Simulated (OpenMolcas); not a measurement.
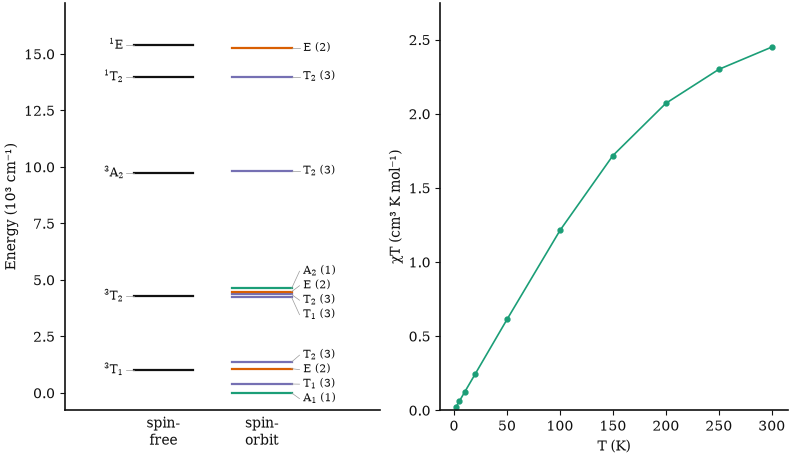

Levels of a 3d ion of charge +2 as a dopant in CaF₂, a cluster with its 8 nearest F⁻ at 2.164 Å (cube) embedded in model potentials and point charges; the geometry was set, not optimised. Labels give the representation in O, Td, D4 or D3 as the site allows (double group for half-integer spin) where it could be assigned and, in brackets, the degeneracy; spin-free states, where drawn, share the zero of the spin-orbit levels. The calculation used state-averaged SS-CASPT2, IPEA shift 0.25, imaginary shift 0.1 hartree, the open shell active, basis ANO-RCC-VDZP on all atoms, DKH2 scalar Hamiltonian, spin-orbit coupling by RASSI with atomic mean-field integrals (OpenMolcas). Powder susceptibility by Van Vleck's formula.

Question: Which ion is the dopant?

Answer: Ni²⁺ (3d⁸). The ground level is A₁, non-degenerate, 100 % from states of spin multiplicity 3. The next level lies at 395 cm⁻¹ (T₁). The lowest spin-free state is ³T₁, from the free-ion F term; of the same spin there follow at 3,260 cm⁻¹ (³T₂) and 8,710 cm⁻¹ (³A₂) above it. χT is 0.0245 cm³ K mol⁻¹ at 2 K and 2.45 at 300 K, an effective moment of 4.43 μB.

Limits of the model: single d shell for a late 3d ion, CASPT2 field may be too large; the geometry is set by hand, with no relaxation and no charge compensation.
